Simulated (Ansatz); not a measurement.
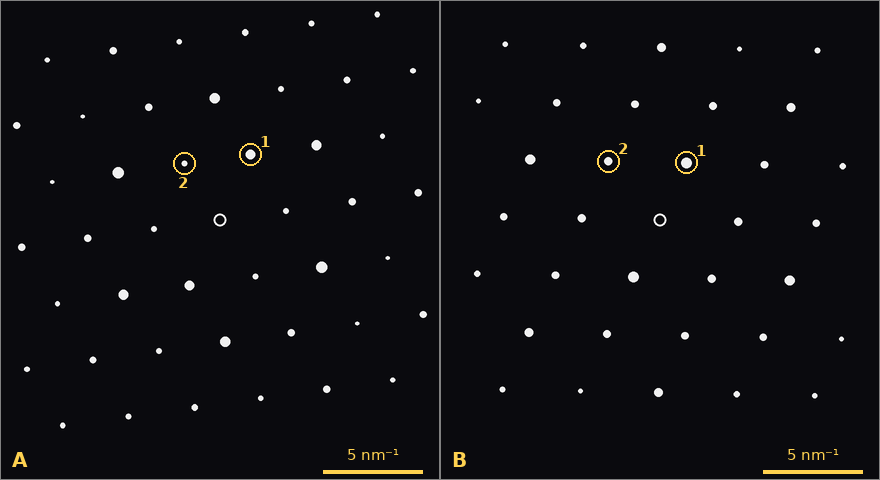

Kinematic electron diffraction patterns (200 kV, B = 0.5 Å², same scale) along [010] of the run's own cell, for the start and the end of one relaxation of As2O with DFT PBE, scalar-relativistic, plane waves, PAW in Ansatz 0.2.0. k mesh 8×8×10. The start is a generated model structure, and the relaxation ends in the nearest stationary point of its symmetry, not necessarily the ground state. Spot 1 is -2 0 0 and spot 2 is -1 0 1 in both.

Start structure:

```
As O
1.0
     5.45384    0.00000    0.00000
     0.00000    5.45384    0.00000
     0.00000    0.00000    3.51282
As O
4 2
Direct
  0.30600 0.30600 0.00000
  0.19400 0.80600 0.50000
  0.69400 0.69400 0.00000
  0.80600 0.19400 0.50000
  0.00000 0.00000 0.00000
  0.50000 0.50000 0.50000
```

> Which pattern belongs to the start structure, and which to the relaxed one?

A is the start: its cell gives d(1) = 2.727 Å, d(2) = 2.953 Å and an angle of 57.2°. B is the relaxed structure, with d(1) = 3.133 Å (+14.9 %), d(2) = 2.520 Å (-14.7 %) and 66.3°.

> Name reflections whose intensity changes strongly on relaxation.

1 0 -1 goes from 5.9 to 31 % of the strongest spot; 4 0 0 goes from 4.8 to 22 % of the strongest spot; 3 0 1 goes from 65 to 20 % of the strongest spot.

> Summarise the relaxation behind the change.

The volume changed by +3.4 % to 18.01 Å³ an atom; with the mean shift removed, the atoms moved by up to 0.89 Å relative to the cell (As most); the space group stayed P4_2/mnm (No. 136); the free energy fell by 480 meV an atom. Relaxed cell: a = 6.266 Å, b = 6.266 Å, c = 2.753 Å, α = 90.00°, β = 90.00°, γ = 90.00°.
